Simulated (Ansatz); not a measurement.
**CH4Si (singlet): from Hartree-Fock to the top rungs at distance Si1–C2 = 2.004 Å, cc-pVTZ**

How much of the correlation energy of CH4Si (singlet) does each wave-function method recover here?

Program: Ansatz 0.2.0, Gaussian basis. Level of theory: cc-pVTZ, core rule «outside noble gas», up to 6 orbitals frozen. These are calculated values, not measurements.

The runs, in order: UHF; CCSD(T) on RHF; CCSD(T) on UHF; BCCD(T) on RHF; CCSDT(Q) on RHF.

## Step 1: The geometry

The geometry derives from a PBE0/def2-TZVP stationary point (not a proven minimum). One bond is set to the value named and the two fragments are kept rigid.

6 atoms, charge 0, spin multiplicity 1.

Atoms are counted from 1 here; the program's logs count them from 0.

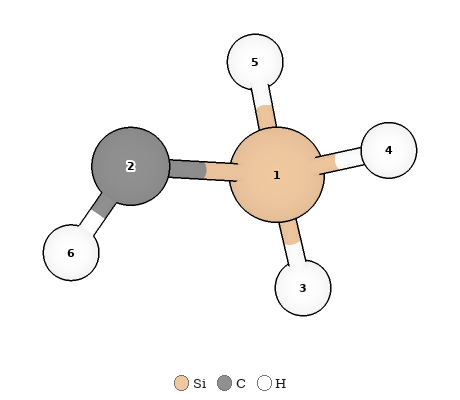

The geometry (silicon light orange, carbon grey, hydrogen white); atoms are numbered from 1 in the order of the file.

In the tables R marks a restricted determinant and U an unrestricted one; energies count from the table's Hartree-Fock row.

## Step 2: UHF

File in.yaml:

```yaml
crystal:
  periodic: [false, false, false]
  atoms:
    - {symbol: Si, position_ang: [0.000000, 0.034137, 0.567022]}
    - {symbol: C, position_ang: [0.000000, -0.139667, -1.429427]}
    - {symbol: H, position_ang: [0.000000, 1.351914, 1.267851]}
    - {symbol: H, position_ang: [1.215343, -0.731591, 0.967662]}
    - {symbol: H, position_ang: [-1.215343, -0.731591, 0.967662]}
    - {symbol: H, position_ang: [0.000000, 0.824349, -1.969656]}
basis:
  gaussian: {orbitals: cc-pVTZ}
magnetization: {spin_polarized: true, initial_magnetization: 0}
hamiltonian: {xc: hf}
output: {orbitals: {seedname: orbitals}}
```

Run with:

```bash
> ansatz run in.yaml --threads 1 --pin off --events-out ev --progress --plain --max-ram 4096MiB --backend cpu
```

What it wrote:

```text
Functional definition: HF
  name "HF"
  cite "Fock, Z. Phys. 61, 126 (1930) doi:10.1007/BF01340294"
  parent pbe
  exchange = exact_x
  correlation = 0
812 factors; their error is unknown
mean field evaluation 1: about -8951.1017 eV, gradient 9.7e0 eV
mean field evaluation 2: about -8952.1347 eV, gradient 3.0e0 eV
mean field evaluation 4: about -8952.2891 eV, gradient 2.6e-1 eV
mean field evaluation 8: about -8952.4908 eV, gradient 3.3e-4 eV
mean field evaluation 16: about -8953.1288 eV, gradient 1.7e-2 eV
mean field evaluation 32: about -8952.4908 eV, gradient 2.8e-5 eV
mean field evaluation 64: about -8952.7235 eV, gradient 8.8e-6 eV
mean field -8953.12882073 eV, -329.0214155131 hartree, gradient 1.9e-5 eV, S^2 0.828856; 5 other end points of the search recorded, 0 dependent functions left out
reference -8953.12882073 eV, -329.0214155131 hartree; 12, 12 occupied and 108, 108 virtual orbitals, 812 factors
Total energy: -8953.12882073 eV, -329.0214155131 hartree
```

Run time: 5 s. Hardware: 1 thread of AMD EPYC 7R13, shared host; peak memory 0.26 GiB.

From the report: ⟨S²⟩ of the determinant 0.829 (pure singlet: 0.00). The determinant of HF (⟨S²⟩ 0.83) is far from a pure spin state, so its energy mixes those of several spin states; that is harmless only where they are near-degenerate.

The unrestricted solution breaks the spin symmetry, so the restricted determinant is unstable here.

## Step 3: CCSD(T) on RHF

Edit in.yaml of step 2 so:

```diff
@@ -11,4 +11,4 @@
   gaussian: {orbitals: cc-pVTZ}
-magnetization: {spin_polarized: true, initial_magnetization: 0}
-hamiltonian: {xc: hf}
-output: {orbitals: {seedname: orbitals}}
+magnetization: {spin_polarized: false}
+correlation: {method: ccsd_t, electrons: outside_noble_gas}
+output: {forces: true}
```

The command is unchanged.

What it wrote, shortened:

```text
Functional definition: HF
  name "HF"
  cite "Fock, Z. Phys. 61, 126 (1930) doi:10.1007/BF01340294"
  parent pbe
[...]
682 factors; integrals over basis functions are off by at most 9.1e-4 eV
[...]
mean field -8952.49107685 eV, -328.9979788577 hartree, gradient 3.7e-6 eV, S^2 0.000000; 1 other end points of the search recorded, 0 dependent functions left out; unrestricted orbitals would lower it
determinant -8952.49107685 eV, -328.9979788577 hartree, with singles and doubles -8960.96867528 eV, -329.3095248539 hartree
determinant -8949.50054158 eV, -328.8880787136 hartree, with singles and doubles -8957.91026154 eV, -329.1971302218 hartree
6 core orbitals not correlated: weight in the atoms' cores, before any rotation towards them, 1.000 or more for the frozen orbitals, at most 0.000 for the correlated occupied ones
reference -8952.49107685 eV, -328.9979788577 hartree; 6, 6 occupied and 108, 108 virtual orbitals, 682 factors
second order -7.04108292 eV of doubles, -0.00000000 eV of singles
cycle   1  -8.26629292 eV  change   -6.2e-1 eV  update   2.3e-2
[...]
cycle  13  -8.28374598 eV  change   -6.3e-7 eV  update   6.4e-7
perturbative correction -0.28840161 eV, -0.0105985638 hartree
[...]
Total energy: -8961.06322444 eV, -329.3129994714 hartree
Atom 0 at     0.000000     0.034137     0.567022 Å, force    -0.000000    -0.205788    -1.249101 eV/Å
Atom 1 at     0.000000    -0.139667    -1.429427 Å, force     0.000000    -0.044956     1.269865 eV/Å
Atom 2 at     0.000000     1.351914     1.267851 Å, force     0.000000    -0.048705    -0.134997 eV/Å
Atom 3 at     1.215343    -0.731591     0.967662 Å, force    -0.071122     0.081324    -0.026382 eV/Å
Atom 4 at    -1.215343    -0.731591     0.967662 Å, force     0.071122     0.081324    -0.026382 eV/Å
Atom 5 at     0.000000     0.824349    -1.969656 Å, force     0.000000     0.136800     0.166998 eV/Å
Dipole moment:    -0.000000     0.285928     0.101581 e Å
```

It took 28 s on 1 thread of AMD EPYC 7R13, shared host; peak memory 0.77 GiB.

From the report: correlation -8.5721 eV; T1 0.015; largest double amplitude 0.10.

## Step 4: CCSD(T) on UHF

Edit in.yaml of step 3 so:

```diff
@@ -11,3 +11,3 @@
   gaussian: {orbitals: cc-pVTZ}
-magnetization: {spin_polarized: false}
+magnetization: {spin_polarized: true, initial_magnetization: 0}
 correlation: {method: ccsd_t, electrons: outside_noble_gas}
```

Run with:

```bash
> ansatz run in.yaml --threads 2 --pin off --events-out ev --progress --plain --max-ram 24576MiB --backend cuda --devices 0, --max-vram 18GiB
```

What it wrote, shortened:

```text
Functional definition: HF
  name "HF"
  cite "Fock, Z. Phys. 61, 126 (1930) doi:10.1007/BF01340294"
  parent pbe
[...]
682 factors; integrals over basis functions are off by at most 9.1e-4 eV
[...]
mean field -8953.12911534 eV, -329.0214263399 hartree, gradient 2.6e-6 eV, S^2 0.828857; 9 other end points of the search recorded, 0 dependent functions left out
determinant -8953.12911534 eV, -329.0214263399 hartree, with singles and doubles -8961.08073716 eV, -329.3136430519 hartree
determinant -8952.72378412 eV, -329.0065306924 hartree, with singles and doubles -8960.76083017 eV, -329.3018866868 hartree
determinant -8953.12911534 eV, -329.0214263399 hartree, with singles and doubles -8960.92080144 eV, -329.3077655227 hartree
determinant -8952.72378412 eV, -329.0065306924 hartree, with singles and doubles -8960.61433301 eV, -329.2965030154 hartree
[...]
cycle   1  -7.79168526 eV  change    8.5e-7 eV  update   4.3e-6
[...]
cycle   8  -7.79168245 eV  change   -3.5e-7 eV  update   3.1e-7
perturbative correction -0.26300602 eV, -0.0096652931 hartree
WARN: the results are in doubt because among natural orbitals the method converges to other amplitudes
[...]
Total energy: -8961.18380382 eV, -329.3174306817 hartree
Atom 0 at     0.000000     0.034137     0.567022 Å, force    -0.000000    -1.099626    -1.426448 eV/Å
Atom 1 at     0.000000    -0.139667    -1.429427 Å, force     0.000000     1.208696     1.912456 eV/Å
Atom 2 at     0.000000     1.351914     1.267851 Å, force    -0.000000     0.021658    -0.387497 eV/Å
Atom 3 at     1.215343    -0.731591     0.967662 Å, force    -0.096592     0.132662     0.117643 eV/Å
Atom 4 at    -1.215343    -0.731591     0.967662 Å, force     0.096592     0.132662     0.117643 eV/Å
Atom 5 at     0.000000     0.824349    -1.969656 Å, force    -0.000000    -0.396053    -0.333796 eV/Å
Dipole moment:    -0.000000     0.245056     0.074495 e Å
In doubt: among natural orbitals the method converges to other amplitudes
```

Run time: 13 s. Hardware: 1 × H100 (card shared with other runs) with 2 threads of AMD EPYC 7R13, shared host; peak host memory 1.1 GiB.

From the report: ⟨S²⟩ of the determinant 0.829 (pure singlet: 0.00); correlation -8.0547 eV; T1 0.020; largest double amplitude 0.06. The determinant of CCSD(T) (⟨S²⟩ 0.83) is far from a pure spin state, so its energy mixes those of several spin states; high orders of coupled cluster remove much of that, low ones don't. The program marks this result as in doubt; its last lines say why.

## Step 5: BCCD(T) on RHF

Edit in.yaml of step 4 so:

```diff
@@ -11,4 +11,3 @@
   gaussian: {orbitals: cc-pVTZ}
-magnetization: {spin_polarized: true, initial_magnetization: 0}
-correlation: {method: ccsd_t, electrons: outside_noble_gas}
-output: {forces: true}
+magnetization: {spin_polarized: false}
+correlation: {method: bccd_t, electrons: outside_noble_gas}
```

The command is unchanged.

What it wrote, shortened:

```text
Functional definition: HF
  name "HF"
  cite "Fock, Z. Phys. 61, 126 (1930) doi:10.1007/BF01340294"
  parent pbe
[...]
682 factors; integrals over basis functions are off by at most 9.1e-4 eV
[...]
mean field -8952.49107685 eV, -328.9979788577 hartree, gradient 3.7e-6 eV, S^2 0.000000; 1 other end points of the search recorded, 0 dependent functions left out; unrestricted orbitals would lower it
determinant -8952.49107685 eV, -328.9979788577 hartree, with singles and doubles -8960.96867103 eV, -329.3095246977 hartree
determinant -8949.50054158 eV, -328.8880787136 hartree, with singles and doubles -8957.90992111 eV, -329.1971177113 hartree
6 core orbitals not correlated: weight in the atoms' cores, before any rotation towards them, 1.000 or more for the frozen orbitals, at most 0.000 for the correlated occupied ones
reference -8952.49107685 eV, -328.9979788577 hartree; 6, 6 occupied and 108, 108 virtual orbitals, 682 factors
second order -7.04108292 eV of doubles, -0.00000000 eV of singles
cycle   1  -8.26020713 eV  change   -6.1e-1 eV  update   2.4e-2
[...]
cycle  10  -8.27317426 eV  change   -1.5e-6 eV  update   1.2e-5
perturbative correction -0.30063101 eV, -0.0110479860 hartree
Total energy: -8961.06488212 eV, -329.3130603899 hartree
```

It took 8.5 s on 1 × H100 (card shared with other runs) with 2 threads of AMD EPYC 7R13, shared host; peak host memory 0.81 GiB.

From the report: correlation -8.5738 eV; largest double amplitude 0.10.

## Step 6: CCSDT(Q) on RHF

Edit in.yaml of step 5 so:

```diff
@@ -12,2 +12,2 @@
 magnetization: {spin_polarized: false}
-correlation: {method: bccd_t, electrons: outside_noble_gas}
+correlation: {method: ccsdt_q, electrons: outside_noble_gas}
```

Launched as before.

What it wrote, shortened:

```text
Functional definition: HF
  name "HF"
  cite "Fock, Z. Phys. 61, 126 (1930) doi:10.1007/BF01340294"
  parent pbe
[...]
1529 factors; integrals over basis functions are off by at most 1.8e-7 eV
[...]
mean field -8952.49108403 eV, -328.9979791218 hartree, gradient 2.8e-6 eV, S^2 0.000000; 1 other end points of the search recorded, 0 dependent functions left out; unrestricted orbitals would lower it
determinant -8952.49108403 eV, -328.9979791218 hartree, with singles and doubles -8960.96870827 eV, -329.3095260661 hartree
determinant -8949.50055226 eV, -328.8880791063 hartree, with singles and doubles -8957.91021202 eV, -329.1971284022 hartree
6 core orbitals not correlated: weight in the atoms' cores, before any rotation towards them, 1.000 or more for the frozen orbitals, at most 0.000 for the correlated occupied ones
reference -8952.49108403 eV, -328.9979791218 hartree; 6, 6 occupied and 108, 108 virtual orbitals, 1529 factors
second order -7.04112189 eV of doubles, -0.00000000 eV of singles
cycle   1  -7.88451955 eV  change   -8.4e-1 eV  update   8.5e-2
[...]
cycle  23  -8.61821438 eV  change   -3.1e-7 eV  update   9.3e-7
perturbative correction -0.01602459 eV, -0.0005888927 hartree
Total energy: -8961.12532300 eV, -329.3152815512 hartree
```

Wall time 29 s (1 × H100 (card shared with other runs) with 2 threads of AMD EPYC 7R13, shared host); peak host memory 0.92 GiB.

From the report: correlation -8.6342 eV; T1 0.016; largest double amplitude 0.15.

## Step 7: Misses and costs

No level here is safe as a reference; RCCSDT(Q) serves as a yardstick only. Rows without a time are mean-field rows or come out of runs for another level: lower rungs of the coupled-cluster runs, or the Hartree-Fock search. The times of RCCSD(T), UCCSD(T) include forces.

Differences are taken before rounding.

| method | energy from the lowest RHF (meV) | from RCCSDT(Q) (meV) | time |
| --- | --- | --- | --- |
| RHF | 0.0 | +8634.2 |  |
| UHF | -638.0 | +7996.2 |  |
| RMP2 | -7041.1 | +1593.2 |  |
| UMP2 | -7228.3 | +1405.9 |  |
| RCCSD | -8283.7 | +350.5 |  |
| UCCSD | -8429.7 | +204.5 |  |
| RCCSD(T) | -8572.1 | +62.1 | 28 s |
| UCCSD(T) | -8692.7 | -58.5 | 13 s (GPU) |
| BCCD(T) | -8573.8 | +60.4 | 8.5 s (GPU) |
| RCCSDT | -8618.2 | +16.0 |  |
| RCCSDT(Q) | -8634.2 | 0 | 29 s (GPU) |

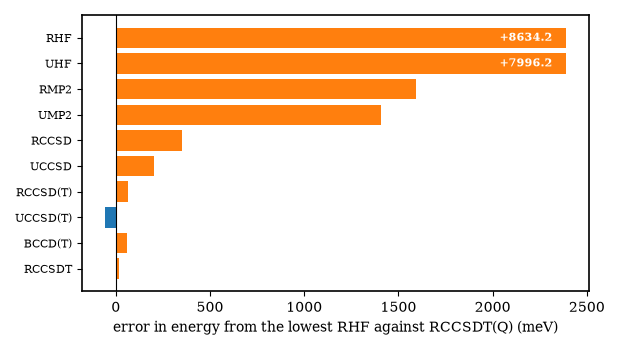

Deviations from RCCSDT(Q), method by method. Bars with a number in them are cut short.

Some runs used a GPU and others CPU threads alone; cost is compared among the GPU runs only.

The program flags UCCSD(T) as in doubt (see the logs), so read those rows with care; the flags are other amplitudes.

## Step 8: Outcome

```
                     quantity        value
RCCSDT(Q) from the RHF energy   -8.6342 eV
          RMP2 from RCCSDT(Q)  +1593.2 meV
          UMP2 from RCCSDT(Q)  +1405.9 meV
         RCCSD from RCCSDT(Q)   +350.5 meV
      RCCSD(T) from RCCSDT(Q)    +62.1 meV
      UCCSD(T) from RCCSDT(Q)    -58.5 meV
                T1 diagnostic        0.015
```

In words: RCCSD(T) misses by +62.1 meV, 0.7 % of the correlation energy. CCSD(T) misses by +62.1 meV on the restricted determinant and by -58.5 meV on the unrestricted one; the two need not hold the same state or core. Warnings: restricted reference is unstable; spin contamination.
